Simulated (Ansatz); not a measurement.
## Electronic structure of H6Si2 in real space

```xyz
8

Si    0.2987   -0.0711   -0.0186
Si    1.0820    0.0711    2.1920
H     0.6926   -1.1566    2.9605
H     2.5768    0.1930    2.2067
H     0.4955    1.2711    2.8742
H     0.9101   -1.2526   -0.7111
H     0.6595    1.1708   -0.7783
H    -1.1931   -0.2257   -0.0316
```

Level of theory: RKS PBE0/cc-pVDZ in Ansatz.

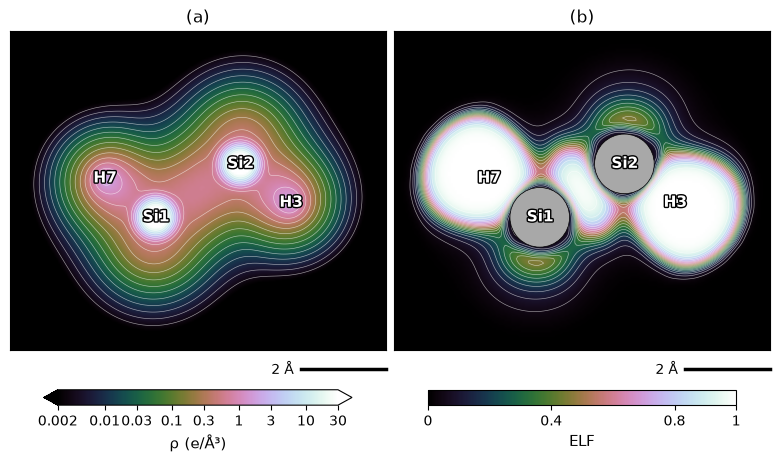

Figure 1. (a) electron density; (b) ELF on the plane of atoms Si1, Si2 and H3. Grey discs cover the atomic cores in the ELF map.

### Describe what can be read from this map.

The plane passes through Si and H nuclei.
Si–Si (2.35 Å): ρ at the midpoint is about 0.63 e/Å³; the ELF peaks at about 1 between the atoms (a shared electron pair).
Si–H (1.50 Å): ρ at the midpoint is about 0.72 e/Å³; the ELF climbs to about 1 towards the hydrogen, as it does in any bond to H.

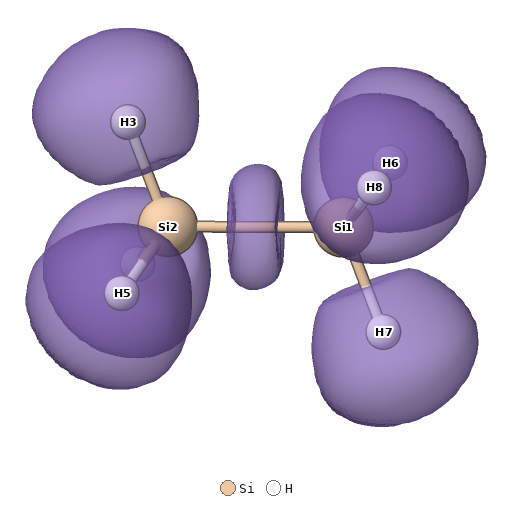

Figure 2. Isosurface of the ELF at 0.8 (purple), seen at a tilt. Only the valence region is drawn (cores and ρ < 0.01 e/Å³ removed).

### Identify the bonds, lone pairs and shells in this picture.

The ELF exceeds this value in one region between bonded Si–Si atoms (shared pairs) and six regions around hydrogen nuclei.

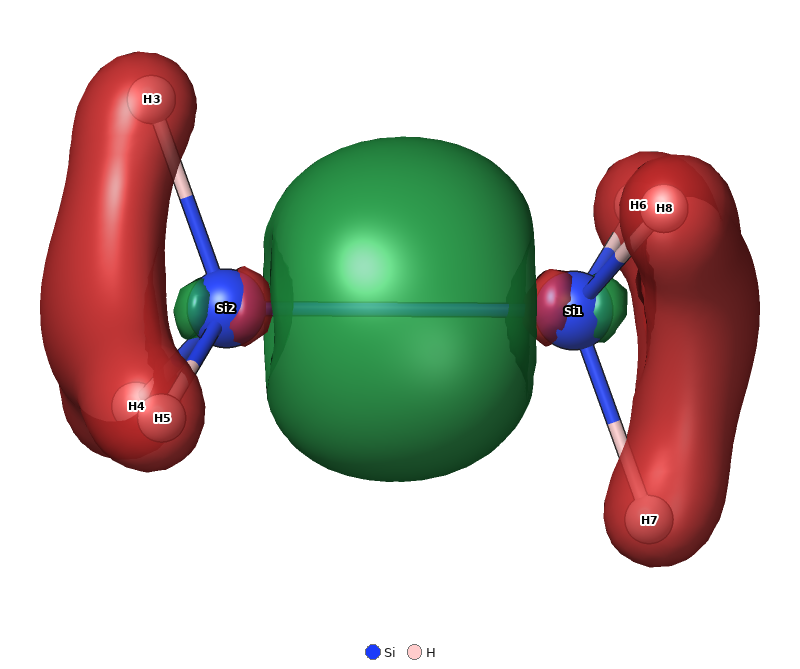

Figure 3. The HOMO at ±0.15 Å⁻³ᐟ² (green and red are the two phases), seen across its widest extent.

### Describe this orbital and give its energy.

Its weight (Hirshfeld) is mainly on Si1 (about 40 %) and Si2 (about 40 %). Its energy is −8.36 eV.
